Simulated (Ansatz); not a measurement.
The reference is GaN in the zinc blende structure (space group F-43m, No. 216; a = 4.498 Å).

It is then changed as follows: electron doping at 2.0×10^22 cm⁻³ (0.455 per cell), with a uniform compensating background at fixed cell and a 300 K Fermi–Dirac width.

Calculations: PBEsol, PAW, 420 eV (Ansatz, a first-principles code; spin-orbit coupling left out), earlier PAW set.

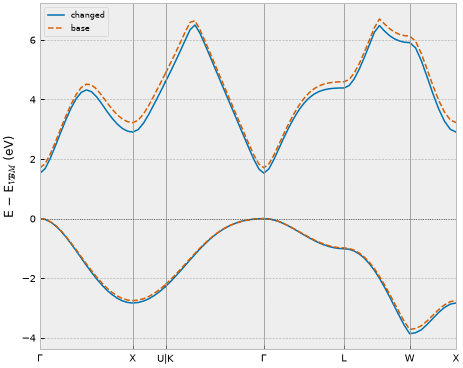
Figure. Highest valence and lowest conduction band along the path, each from its own valence-band maximum

The gap is 1.53 eV, direct at Γ; the base has 1.70 eV.

Charged cell with a jellium background: band edges are those of the host's band count, energies are not comparable with the neutral cell, and many-body gap narrowing is missing. No phonon test of stability was made. This is not the structure that GaN has at room temperature and ambient pressure.
